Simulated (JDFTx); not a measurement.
Pb(110) slab cut from bulk Pb (space group Fm-3m, indices of the conventional cell, lattice of the Materials Project entry mp-20483, not re-optimised): 8 atoms in 8 planes, a 1x1 cell of 17.60 Å² (|a| = 3.528, |b| = 4.990 Å), 12.1 Å between the outermost planes, cell height 28.3 Å, 6×4×1 k mesh, Fermi smearing 0.01 Ha, no spin polarisation.

All numbers are PBE, GBRV ultrasoft potentials, plane waves to 20/100 Ha results from JDFTx (a modified build), not measurements. Liquid on both sides: soft-sphere model, water, 1 M KF; nuclei fixed. Potentials refer to SHE, placed 4.44 V below the bulk liquid's zero by convention.

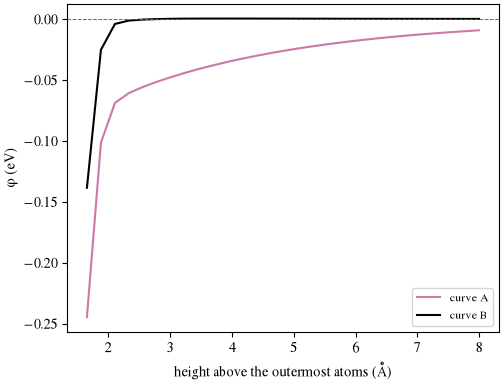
Plane-averaged electrostatic potential energy of an electron for two states of the electrode

Task: One curve is the neutral slab. Which, and what is the sign of the other's charge?

Result: Curve B is neutral (potential of zero charge, -1.34 V). Curve A is positively charged, 18.4 μC/cm² at -0.75 V.
